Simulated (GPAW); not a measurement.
# Screening of a field by 1T-FeBrI monolayer, part 2 of 2

Aim: the dipole that a field along the normal induces in 1T-FeBrI monolayer.

GPAW 26.7.0; GPAW, PAW setups; layer in a repeated cell with vacuum, relaxation of atoms and in-plane cell (the session's first sound run).

So far. Step 9 (In a field): The dipole is now 0.0453 e Å, against -0.028 in the run without a field.

### 10. Field on

Level of this step: GPAW, PAW setups; slab in vacuum (GPAW).

Input file run.py:

```python
import json
import numpy as np
from ase import Atoms
from gpaw import GPAW, PW
from gpaw.external import ConstantElectricField

slab = Atoms(
    ['I', 'Fe', 'Br'],
    positions=[
        [1.95089, 1.12635, 8.00000],
        [0.00000, -0.00000, 9.67422],
        [0.00000, 2.25268, 11.09562]],
    cell=[[3.90176, 0.0, 0.0], [-1.95089, 3.37903, 0.0], [0.0, 0.0, 19.0956]],
    pbc=[True, True, False],
    magmoms=[0.0, 4.0, 0.0])

slab.calc = GPAW(mode=PW(400), xc='PBE', kpts={'size': (9, 9, 1), 'gamma': True},
                 occupations={'name': 'fermi-dirac', 'width': 0.05}, nbands='160%',
                 convergence={'density': 1e-05}, maxiter=200,
                 poissonsolver={'dipolelayer': 'xy'},
                 external=ConstantElectricField(0.3, [0, 0, 1]),
                 symmetry={'tolerance': 1e-3}, txt='slab.txt')
result = {}
energy = slab.get_potential_energy()
fermi = slab.calc.get_fermi_level()
v = slab.calc.get_electrostatic_potential().mean((0, 1)) - fermi
n = slab.calc.get_pseudo_density().mean((0, 1))
L = slab.cell[2, 2]
z = np.arange(len(v)) * L / len(v)
low, high = slab.positions[:, 2].min(), slab.positions[:, 2].max()
below, above = np.interp([low - 5.8, high + 5.8], z, v)
slopes = [np.interp(x, z, np.gradient(v, z)) for x in (low - 5.8, high + 5.8)]
eps = np.array([[slab.calc.get_eigenvalues(k, s) for k in range(len(slab.calc.get_ibz_k_points()))]
                for s in range(slab.calc.get_number_of_spins())]) - fermi
top, bottom = eps[eps < 0].max(), eps[eps > 0].min()
dipole = slab.get_dipole_moment()[2]
print(f'energy {energy:.4f} eV, Fermi level {fermi:.4f} eV, dipole {dipole:.5f} e A')
print(f'potential 5.8 A off the faces, from the Fermi level: lower {below:.4f} eV, upper {above:.4f} eV')
print(f'slope of the potential there: lower {slopes[0]:.5f}, upper {slopes[1]:.5f} eV/A')
print(f'nearest levels on the mesh: {top:.4f} and {bottom:.4f} eV')
print('magnetic moment', round(slab.get_magnetic_moment(), 3))
result.update(energy=energy, fermi=fermi, dipole=dipole, below=below, above=above, slopes=slopes, edges=[top, bottom],
              z=z.tolist(), v=v.tolist(), n=n.tolist(), positions=slab.positions.tolist(),
              forces=slab.get_forces(apply_constraint=False).tolist(), moments=slab.get_magnetic_moments().tolist())
json.dump(result, open('result.json', 'w'))
```

Launch:

```sh
OMP_NUM_THREADS=1 OPENBLAS_NUM_THREADS=1 python run.py
```

The program printed:

```text
energy -12.7630 eV, Fermi level -1.9292 eV, dipole 0.08185 e A
potential 5.8 A off the faces, from the Fermi level: lower 5.6586 eV, upper 4.5351 eV
slope of the potential there: lower -0.00005, upper 0.00002 eV/A
nearest levels on the mesh: -0.0046 and 0.0086 eV
magnetic moment 4.0
```

It took 2.6 min on 1 thread of Arm Neoverse V2, shared host; peak memory 0.37 GiB.

Table of electrostatic potential energy of an electron (without an applied field's), less the Fermi level, planar mean by z:

```
z (Å)  electrostatic potential energy of an electron (without an applied field's), less the Fermi level, planar mean (eV)
    0                                                                                                                5.10
    1                                                                                                                5.66
    2                                                                                                                5.66
    3                                                                                                                5.66
    4                                                                                                                5.66
    5                                                                                                                5.65
    6                                                                                                                5.47
    7                                                                                                                2.46
    8                                                                                                               -16.5
    9                                                                                                               -2.50
   10                                                                                                               -6.01
   11                                                                                                               -11.6
   12                                                                                                                2.17
   13                                                                                                                4.44
   14                                                                                                                4.53
   15                                                                                                                4.53
   16                                                                                                                4.54
   17                                                                                                                4.54
   18                                                                                                                4.54
```

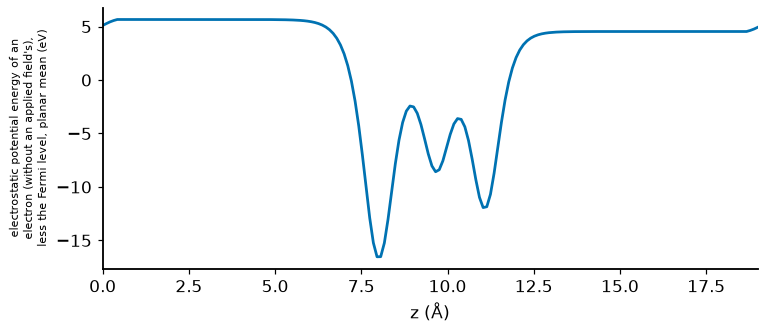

Electrostatic potential energy of an electron (without an applied field's), less the Fermi level, planar mean, plotted against z.

The dipole is now 0.0819 e Å, against -0.028 in the run without a field.

### 11. The series

The members are put on one axis.

This step: induced dipole against applied field (GPAW 26.7.0).

Dipole along the normal against field:

| field (V/Å) | dipole along the normal (e·Å) |
| --- | --- |
| -0.200 | -0.100 |
| -0.100 | -0.0641 |
| -0.050 | -0.0458 |
| 0.000 | -0.0277 |
| 0.050 | -0.00939 |
| 0.100 | 0.00884 |
| 0.200 | 0.0453 |
| 0.300 | 0.0819 |

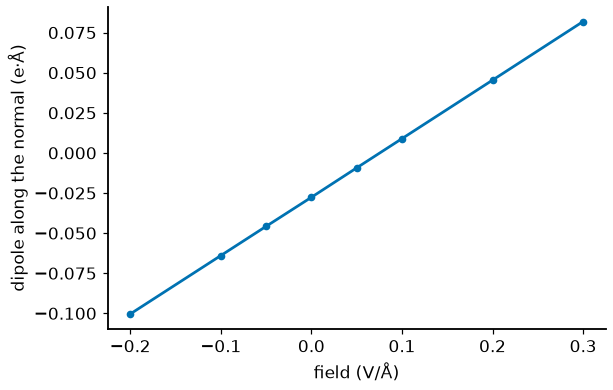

Dipole along the normal against field.

### 12. A changed run

One more run, with changed settings.

This step: GPAW, PAW setups; slab in vacuum (GPAW 26.7.0).

Edit run.py of step 10 so:

```diff
@@ -4,3 +4,2 @@
 from gpaw import GPAW, PW
-from gpaw.external import ConstantElectricField
 
@@ -18,5 +17,4 @@
                  occupations={'name': 'fermi-dirac', 'width': 0.05}, nbands='160%',
-                 convergence={'density': 1e-05}, maxiter=200,
+                 convergence={'density': 1e-05}, maxiter=6,
                  poissonsolver={'dipolelayer': 'xy'},
-                 external=ConstantElectricField(0.3, [0, 0, 1]),
                  symmetry={'tolerance': 1e-3}, txt='slab.txt')
```

The program printed:

```text
gpaw.KohnShamConvergenceError
```

Wall time 20 s (1 thread); peak memory 0.25 GiB.

The run stopped without converging, so none of its numbers is a property of the system.

The fault put into the input: too few SCF iterations (maxiter = 6).

### 13. Outcome

* work function, upper and lower face: 5.235 and 4.856 eV
* dipole along the normal: -0.0277 e Å
* induced dipole per field: 0.365 e Å per V/Å
* out-of-plane polarisability per area, α/(ε0 A): 5.00 Å

What this shows: The field induces 0.365 e Å per V/Å, a polarisable thickness α/(ε0 A) of 5.00 Å beside 3.10 Å between the outermost nuclei. A perfect conductor would give the distance between its two image planes; a dielectric of thickness t gives t(1 - 1/ε). The two faces differ by 0.38 eV, the step that the slab's dipole makes (e p/(ε0 A) gives 0.38 eV), so the dipole layer is needed. The induced dipole is linear in the field over this range. The starting lattice was a guess from atomic radii; the relaxation moved it by 9 %. The relaxation of atoms and cell ran in a fully periodic cell without the dipole layer, so the atoms of this polar layer felt a small spurious field. One magnetic start was tried; another order may lie lower. The layer's cell and atoms come from the relaxation; spin-orbit coupling and temperature are left out.

[Logs are printed without paths, hosts, clocks, repeated set-up lines and the standing remarks that a program may print on its own settings, such as how far it seeks lower states.]

[Hosts, paths, dates, database ids (printed as entryN), source tags and the programs' standing remarks are cut or masked in the printed files.]
